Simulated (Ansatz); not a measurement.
# MoNH (quintet): trial inputs and their diagnosis

4 inputs are run for MoNH (quintet) as typed; the log has to tell whether the result can be used and what must change.

Method: the settings change from run to run; program: Ansatz 0.2.0, Gaussian basis.

21 further runs of the same task are left out: 3 for a known fault of the program, 7 that didn't finish, 11 set aside as unsound or not needed. Runs told in other sessions of the task aren't counted.

## Step 1: What is computed

The geometry is a PBE0/def2-TZVP stationary point (not a proven minimum) of the parent state, kept for this charge and spin. No spin-orbit coupling is included. Elements past krypton take def2 core potentials.

3 atoms, charge 0, spin multiplicity 5.

Atoms are counted from 1 here; the program's logs count them from 0.

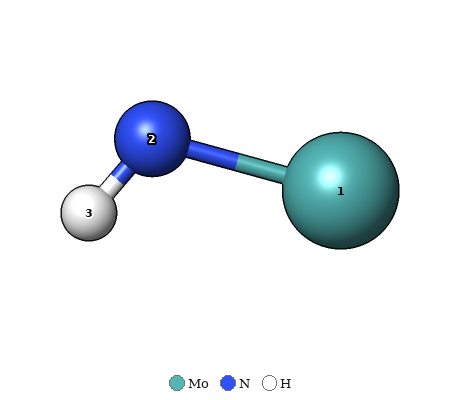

The geometry (molybdenum teal, nitrogen blue, hydrogen white); atoms are numbered from 1 in the order of the file.

As a file:

```
Mo    0.0000    0.0108    0.2823
N     0.0000   -0.1292   -1.7704
H     0.0000    0.7698   -2.2699
```

## Step 2: Try 1

Input file in.yaml:

```yaml
crystal:
  periodic: [false, false, false]
  atoms:
    - {symbol: Mo, position_ang: [0.000000, 0.010781, 0.282315]}
    - {symbol: N, position_ang: [0.000000, -0.129244, -1.770393]}
    - {symbol: H, position_ang: [0.000000, 0.769802, -2.269895]}
basis:
  gaussian: {orbitals: def2-SVP}
magnetization: {spin_polarized: false, initial_magnetization: 4}
correlation: {active_space: {ras: {orbitals: [4, 4, 37], electrons: 9, max_holes: 2, max_particles: 2}, fixed_orbitals: true}}
output: {forces: true}
```

Command:

```bash
> ansatz run in.yaml --threads 1 --pin off --events-out ev --progress --plain --max-ram 2393MiB
```

Log:

```text
Functional definition: HF
  name "HF"
  cite "Fock, Z. Phys. 61, 126 (1930) doi:10.1007/BF01340294"
  parent pbe
  exchange = exact_x
  correlation = 0
522 factors; integrals over basis functions are off by at most 7.2e-4 eV
mean field evaluation 1: about -3323.8773 eV, gradient 4.5e1 eV
mean field evaluation 2: about -3323.9623 eV, gradient 4.5e1 eV
mean field evaluation 4: about -3328.5837 eV, gradient 2.1e1 eV
mean field evaluation 8: about -3330.2793 eV, gradient 1.0e0 eV
mean field evaluation 16: about -3330.3145 eV, gradient 2.0e-4 eV
mean field evaluation 32: about -3329.4016 eV, gradient 2.2e-1 eV
mean field evaluation 64: about -3329.6316 eV, gradient 4.6e-1 eV
mean field evaluation 96: about -3329.6359 eV, gradient 2.3e-1 eV
mean field evaluation 128: about -3329.5543 eV, gradient 5.6e-1 eV
mean field evaluation 160: about -3330.2775 eV, gradient 1.0e0 eV
mean field evaluation 192: about -3329.5002 eV, gradient 4.2e0 eV
mean field evaluation 224: about -3329.5000 eV, gradient 1.3e0 eV
mean field evaluation 256: about -3328.0636 eV, gradient 1.8e1 eV
mean field evaluation 288: about -3329.0241 eV, gradient 1.4e0 eV
mean field evaluation 320: about -3328.3458 eV, gradient 1.3e0 eV
mean field evaluation 352: about -3329.4035 eV, gradient 1.9e0 eV
mean field evaluation 384: about -3330.3012 eV, gradient 5.8e-1 eV
mean field -3330.31453484 eV, -122.3868017872 hartree, gradient 8.5e-6 eV, S^2 6.000000; 19 other end points of the search recorded, 0 dependent functions left out
reference -3330.31453484 eV, -122.3868017872 hartree; 13, 9 occupied and 37, 41 virtual orbitals, 522 factors
Error: 9 electrons in 45 orbitals form no window around the highest filled level of the reference
```

Run time: 4.6 s. Hardware: 1 thread of Arm Neoverse V1, shared host.

Diagnosis: The run stopped with an error. The electron count of the restricted space is wrong. To mend it, count the correlated electrons again.

## Step 3: Try 2

Input file in.yaml:

```yaml
crystal:
  periodic: [false, false, false]
  atoms:
    - {symbol: Mo, position_ang: [0.000000, 0.010781, 0.282315]}
    - {symbol: N, position_ang: [0.000000, -0.129244, -1.770393]}
    - {symbol: H, position_ang: [0.000000, 0.769802, -2.269895]}
basis:
  gaussian: {orbitals: def2-SVP}
magnetization: {spin_polarized: false, initial_magnetization: 4}
correlation: {active_space: {window: {electrons: 6, orbitals: 6}, places: [1, 2]}}
accuracy: high
scf: {lower_state_search: off}
```

Same command.

Log:

```text
Error: invalid value for `correlation.active_space`: name one of window, places and ras
```

Wall time 0.03 s (1 thread of Arm Neoverse V1, shared host).

**Diagnosis.** The run was refused. The active space is defined twice. Cure: keep one definition.

## Step 4: Try 3

Input file in.yaml:

```yaml
crystal:
  periodic: [false, false, false]
  atoms:
    - {symbol: Mo, position_ang: [0.000000, 0.010781, 0.282315]}
    - {symbol: N, position_ang: [0.000000, -0.129244, -1.770393]}
    - {symbol: H, position_ang: [0.000000, 0.769802, -2.269895]}
basis:
  gaussian: {orbitals: def2-SVP}
magnetization: {spin_polarized: true, initial_magnetization: 4}
hamiltonian: {xc: hf}
scf: {max_iter: 3}
output: {orbitals: {seedname: orbitals}}
```

Launched as before.

Log:

```text
Error: invalid value for `basis.gaussian`: such a run doesn't read scf.max_iter; remove what it names
```

Run time: 0.03 s. Hardware: 1 thread of Arm Neoverse V1, shared host.

**Diagnosis.** The run was refused. The input holds a key that the program doesn't read here. To mend it, remove it or spell it as the reference does.

## Step 5: Try 4

Input file in.yaml:

```yaml
crystal:
  periodic: [false, false, false]
  atoms:
    - {symbol: Mo, position_ang: [0.000000, 0.020373, 0.533491]}
    - {symbol: N, position_ang: [0.000000, -0.244232, -3.345512]}
    - {symbol: H, position_ang: [0.000000, 1.454695, -4.289421]}
basis:
  gaussian: {orbitals: def2-SVP}
magnetization: {spin_polarized: true, initial_magnetization: 4}
correlation: {method: ccsd_t, electrons: valence}
scf: {lower_state_search: light}
```

Same command.

Log:

```text
Functional definition: HF
  name "HF"
  cite "Fock, Z. Phys. 61, 126 (1930) doi:10.1007/BF01340294"
  parent pbe
  exchange = exact_x
  correlation = 0
518 factors; integrals over basis functions are off by at most 7.4e-4 eV
mean field evaluation 1: about -3315.2116 eV, gradient 2.4e1 eV
mean field evaluation 2: about -3315.2382 eV, gradient 2.4e1 eV
mean field evaluation 4: about -3318.5368 eV, gradient 1.5e1 eV
mean field evaluation 8: about -3325.6451 eV, gradient 3.9e0 eV
mean field evaluation 16: about -3326.3363 eV, gradient 2.7e-1 eV
mean field evaluation 32: about -3326.4510 eV, gradient 6.1e-2 eV
mean field evaluation 64: about -3327.0611 eV, gradient 1.5e0 eV
mean field evaluation 96: about -3327.0809 eV, gradient 8.7e-3 eV
mean field evaluation 128: about -3327.0809 eV, gradient 1.2e-5 eV
mean field evaluation 160: about -3327.0809 eV, gradient 7.3e-6 eV
mean field evaluation 192: about -3321.4347 eV, gradient 1.8e1 eV
mean field evaluation 224: about -3330.1235 eV, gradient 5.6e-1 eV
mean field evaluation 256: about -3325.9772 eV, gradient 7.2e-1 eV
mean field evaluation 288: about -3325.9949 eV, gradient 8.0e-6 eV
mean field evaluation 320: about -3326.2967 eV, gradient 8.4e-1 eV
mean field evaluation 352: about -3327.0760 eV, gradient 3.1e-2 eV
mean field evaluation 384: about -3326.9340 eV, gradient 6.7e0 eV
mean field evaluation 416: about -3326.4449 eV, gradient 6.6e-2 eV
mean field evaluation 448: about -3325.6677 eV, gradient 1.9e0 eV
mean field evaluation 480: about -3327.0802 eV, gradient 3.9e-1 eV
mean field evaluation 512: about -3327.0881 eV, gradient 4.2e-2 eV
mean field evaluation 544: about -3325.7801 eV, gradient 2.2e0 eV
mean field evaluation 576: about -3326.3567 eV, gradient 8.5e-2 eV
mean field evaluation 608: about -3327.0552 eV, gradient 4.6e-1 eV
mean field evaluation 640: about -3322.7413 eV, gradient 1.5e1 eV
mean field evaluation 672: about -3325.7085 eV, gradient 1.4e1 eV
mean field evaluation 704: about -3327.2952 eV, gradient 4.8e-1 eV
mean field evaluation 736: about -3327.1417 eV, gradient 4.4e-4 eV
mean field evaluation 768: about -3327.1334 eV, gradient 4.7e-3 eV
mean field evaluation 800: about -3327.2931 eV, gradient 2.8e-1 eV
mean field evaluation 832: about -3327.2263 eV, gradient 1.8e-1 eV
mean field evaluation 864: about -3327.2308 eV, gradient 1.3e-1 eV
mean field evaluation 896: about -3327.0831 eV, gradient 1.7e-1 eV
mean field evaluation 928: about -3327.0767 eV, gradient 1.9e-2 eV
mean field evaluation 960: about -3327.0153 eV, gradient 2.0e0 eV
mean field evaluation 992: about -3327.1087 eV, gradient 2.8e-1 eV
mean field evaluation 1024: about -3327.1316 eV, gradient 1.5e-1 eV
mean field evaluation 1056: about -3327.1070 eV, gradient 7.7e-1 eV
mean field evaluation 1088: about -3326.9612 eV, gradient 9.7e-2 eV
mean field evaluation 1120: about -3326.2501 eV, gradient 2.2e0 eV
mean field evaluation 1152: about -3326.3445 eV, gradient 6.8e-3 eV
mean field evaluation 1184: about -3327.2625 eV, gradient 1.2e-1 eV
mean field evaluation 1216: about -3327.2551 eV, gradient 8.7e-2 eV
mean field evaluation 1248: about -3327.1803 eV, gradient 5.4e-2 eV
mean field evaluation 1280: about -3327.1942 eV, gradient 1.5e-1 eV
mean field evaluation 1312: about -3327.1050 eV, gradient 3.7e-2 eV
mean field evaluation 1344: about -3327.0469 eV, gradient 8.1e-3 eV
mean field evaluation 1376: about -3326.3255 eV, gradient 6.9e-1 eV
mean field evaluation 1408: about -3326.2859 eV, gradient 1.2e0 eV
mean field evaluation 1440: about -3326.1636 eV, gradient 3.8e0 eV
mean field evaluation 1472: about -3326.3560 eV, gradient 3.8e-1 eV
mean field evaluation 1504: about -3325.7528 eV, gradient 3.8e-1 eV
mean field evaluation 1536: about -3327.0620 eV, gradient 1.1e-3 eV
mean field evaluation 1568: about -3325.4436 eV, gradient 4.4e0 eV
mean field evaluation 1600: about -3324.6343 eV, gradient 5.4e0 eV
mean field evaluation 1632: about -3325.0046 eV, gradient 3.1e-1 eV
mean field evaluation 1664: about -3326.7776 eV, gradient 1.2e0 eV
mean field evaluation 1696: about -3326.7710 eV, gradient 1.7e-1 eV
mean field evaluation 1728: about -3326.1731 eV, gradient 2.7e-2 eV
mean field evaluation 1760: about -3325.2299 eV, gradient 3.6e-2 eV
mean field evaluation 1792: about -3327.0621 eV, gradient 1.9e-3 eV
mean field evaluation 1824: about -3325.4114 eV, gradient 5.1e-2 eV
mean field evaluation 1856: about -3325.8097 eV, gradient 3.9e-1 eV
mean field evaluation 1888: about -3325.6406 eV, gradient 1.2e-1 eV
mean field evaluation 1920: about -3327.0415 eV, gradient 3.0e-1 eV
mean field evaluation 1952: about -3327.0753 eV, gradient 3.4e-1 eV
mean field evaluation 1984: about -3326.3232 eV, gradient 3.6e-3 eV
mean field evaluation 2016: about -3325.0577 eV, gradient 7.2e-1 eV
mean field evaluation 2048: about -3326.7029 eV, gradient 3.3e-2 eV
mean field evaluation 2080: about -3326.7333 eV, gradient 1.8e-1 eV
mean field evaluation 2112: about -3326.0769 eV, gradient 2.2e0 eV
mean field evaluation 2144: about -3327.0323 eV, gradient 6.1e-1 eV
mean field -3330.17328766 eV, -122.3816110488 hartree, gradient 2.7e-6 eV, S^2 8.848476; 35 other end points of the search recorded, 0 dependent functions left out
determinant -3330.17328766 eV, -122.3816110488 hartree, with singles and doubles -3338.28102407 eV, -122.6795648664 hartree
determinant -3328.70167378 eV, -122.3275302364 hartree, with singles and doubles -3337.63088470 eV, -122.6556726854 hartree
determinant -3327.29349476 eV, -122.2757806119 hartree, with singles and doubles -3335.04232014 eV, -122.5605446924 hartree
determinant -3327.28834918 eV, -122.2755915155 hartree, with singles and doubles -3334.95834068 eV, -122.5574585041 hartree
determinant -3327.26678069 eV, -122.2747988880 hartree, with singles and doubles -3335.10644030 eV, -122.5629010648 hartree
determinant -3327.25622482 eV, -122.2744109670 hartree, with singles and doubles -3335.04645898 eV, -122.5606967918 hartree
determinant -3327.14168463 eV, -122.2702016924 hartree, with singles and doubles -3334.79533476 eV, -122.5514681468 hartree
determinant -3327.13880346 eV, -122.2700958114 hartree, with singles and doubles -3334.82905456 eV, -122.5527073269 hartree
determinant -3327.13623792 eV, -122.2700015296 hartree, with singles and doubles -3334.77565148 eV, -122.5507447998 hartree
determinant -3327.13360029 eV, -122.2699045985 hartree, with singles and doubles -3334.83244432 eV, -122.5528318981 hartree
determinant -3327.10541039 eV, -122.2688686388 hartree, with singles and doubles -3336.05470025 eV, -122.5977489749 hartree
determinant -3327.09980241 eV, -122.2686625494 hartree, with singles and doubles -3336.09735638 eV, -122.5993165591 hartree
determinant -3327.08088834 eV, -122.2679674701 hartree, with singles and doubles -3336.01014077 eV, -122.5961114443 hartree
determinant -3327.08087179 eV, -122.2679668617 hartree, with singles and doubles -3336.01013542 eV, -122.5961112477 hartree
determinant -3327.08085180 eV, -122.2679661272 hartree, with singles and doubles -3336.00982913 eV, -122.5960999919 hartree
determinant -3327.08059898 eV, -122.2679568362 hartree, with singles and doubles -3336.01096532 eV, -122.5961417459 hartree
determinant -3327.07707071 eV, -122.2678271748 hartree, with singles and doubles -3334.87074716 eV, -122.5542395015 hartree
determinant -3327.07700349 eV, -122.2678247046 hartree, with singles and doubles -3334.80431258 eV, -122.5517980758 hartree
determinant -3327.07600899 eV, -122.2677881573 hartree, with singles and doubles -3336.01206316 eV, -122.5961820910 hartree
determinant -3327.07569209 eV, -122.2677765113 hartree, with singles and doubles -3336.02682335 eV, -122.5967245178 hartree
determinant -3327.06203215 eV, -122.2672745179 hartree, with singles and doubles -3336.03058431 eV, -122.5968627306 hartree
determinant -3327.06199233 eV, -122.2672730545 hartree, with singles and doubles -3336.03065288 eV, -122.5968652506 hartree
determinant -3327.04687717 eV, -122.2667175825 hartree, with singles and doubles -3336.06161836 eV, -122.5980032108 hartree
determinant -3327.02414409 eV, -122.2658821573 hartree, with singles and doubles -3334.72336961 eV, -122.5488234766 hartree
determinant -3327.01867150 eV, -122.2656810433 hartree, with singles and doubles -3334.71235527 eV, -122.5484187070 hartree
determinant -3326.95833455 eV, -122.2634637014 hartree, with singles and doubles -3334.73453132 eV, -122.5492336617 hartree
determinant -3326.70187905 eV, -122.2540391355 hartree, with singles and doubles -3335.84693060 eV, -122.5901135815 hartree
determinant -3326.36479982 eV, -122.2416517024 hartree, with singles and doubles -3335.40003488 eV, -122.5736904664 hartree
determinant -3327.73712169 eV, -122.2920836010 hartree, with singles and doubles -3338.24753909 eV, -122.6783343160 hartree
determinant -3330.17328766 eV, -122.3816110488 hartree, with singles and doubles -3338.35020301 eV, -122.6821071455 hartree
determinant -3327.73712169 eV, -122.2920836010 hartree, with singles and doubles -3338.25134895 eV, -122.6784743260 hartree
1 core orbitals not correlated: weight in the atoms' cores, before any rotation towards them, 1.000 or more for the frozen orbitals, at most 0.000 for the correlated occupied ones
reference -3330.17328766 eV, -122.3816110488 hartree; 12, 8 occupied and 37, 41 virtual orbitals, 518 factors
second order -7.50346402 eV of doubles, -0.00000000 eV of singles
cycle   1  -8.17691940 eV  change   -4.0e-6 eV  update   6.4e-6
perturbative correction -0.19306673 eV, -0.0070950716 hartree
Total energy: -3338.54327379 eV, -122.6892023658 hartree
```

Run time: 64 s. Hardware: 1 thread of Arm Neoverse V1, shared host.

Diagnosis: The run converged, which proves nothing about the input. The coordinates are scaled by the bohr-ångström factor. The shortest distance is 1.94 Å, against 1.03 Å in the geometry of step 1. Its energy belongs to another geometry. To mend it, restore the coordinates in ångström.

## Step 6: Summary

```
try                    level                ended                                                     cause    time
  1            CISD/def2-SVP  stopped by an error       the electron count of the restricted space is wrong   4.6 s
  2     CASSCF(6,6)/def2-SVP              refused                         the active space is defined twice  0.03 s
  3        HF (UHF)/def2-SVP              refused  the input holds a key that the program doesn't read here  0.03 s
  4  CCSD(T) on UHF/def2-SVP            converged    the coordinates are scaled by the bohr-ångström factor    64 s
```

1 stopped by an error, 2 refused, 1 converged. The input that converges on a wrong geometry or spin is the dangerous one: no error points at it, so geometry and ⟨S²⟩ have to be checked.
